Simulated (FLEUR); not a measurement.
Band structure of Si (Fd-3m, 2 atoms in the cell).

```xyz
2
Lattice="0.0000 2.7155 2.7155 2.7155 0.0000 2.7155 2.7155 2.7155 0.0000" Properties=species:S:1:pos:R:3 pbc="T T T"
Si     0.0000     0.0000     0.0000
Si     1.3578     1.3578     1.3578
```

Method: PBE, all-electron FLAPW (FLEUR), scalar-relativistic valence.

Settings: Kmax = 3.9 1/bohr; GmaxXC = 13.7 1/bohr; xcFunctional = pbe; jspins = 1; l_soc = F; mode = hist; fermiSmearingEnergy = 0.00036749 Htr; mesh (inpgen div1-3) = 7 7 7; inpgen gamma flag = false; Gmax = 13.7 1/bohr; numbands = 0; maxIterBroyd = 99; imix = Anderson; alpha = 0.05.

The starting cell has typed, rounded lattice constants, without a prior relaxation at this level. Values depend on the basis (sphere radii, cutoffs, local orbitals), which need not be converged.

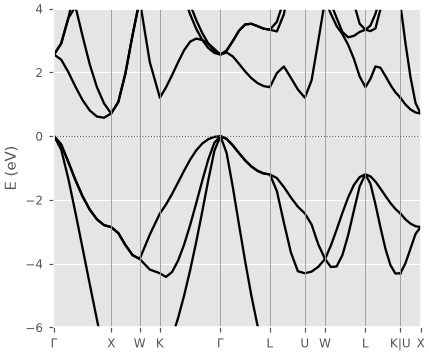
Fig. 1. Bands along the path, energies from the Fermi level.

Levels in eV from the Fermi level, bands 1 to 6:
```tsv
point	1	2	3	4	5	6
Γ	-11.96	0.00	0.00	0.00	2.56	2.56
X	-7.82	-7.82	-2.85	-2.85	0.71	0.71
W	-7.65	-7.65	-3.85	-3.85	4.27	4.27
K	-8.23	-7.23	-4.30	-2.43	1.21	4.13
L	-9.63	-6.97	-1.20	-1.20	1.54	3.34
U	-8.23	-7.23	-4.30	-2.43	1.21	4.13
```
